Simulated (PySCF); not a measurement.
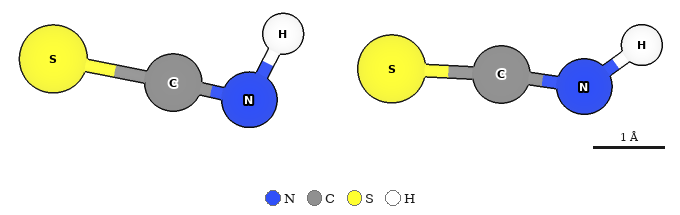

Two geometries of CHNS, drawn at one scale. One is the start of a relaxation, the other its converged end. Style: ball-and-stick. Shown face on.

Method: PBE0-D3(BJ)/def2-SVP geometry optimisation, gas phase (PySCF). 

Question: Which geometry has the lower energy?

Answer: The right one is the relaxed one. The start comes from MMFF94s. Its atoms were then displaced at random by about 0.03 Å. The H atom moves most after the best rigid fit: 0.31 Å. By element the largest moves are H 0.31 Å, C 0.21 Å, N 0.20 Å, S 0.14 Å. Some distances before and after: C–S 1.756 → 1.571 Å, C–N 1.115 → 1.201 Å, H–N 1.052 → 1.008 Å. Among the angles between lasting bonds that change: C–N–H 104.3° → 135.9°, N–C–S 177.0° → 174.7°. Over 7 geometry steps the energy falls by 1.452 eV. The run took 4.9 s on 1 thread of Arm Neoverse V1, with other jobs on the host.
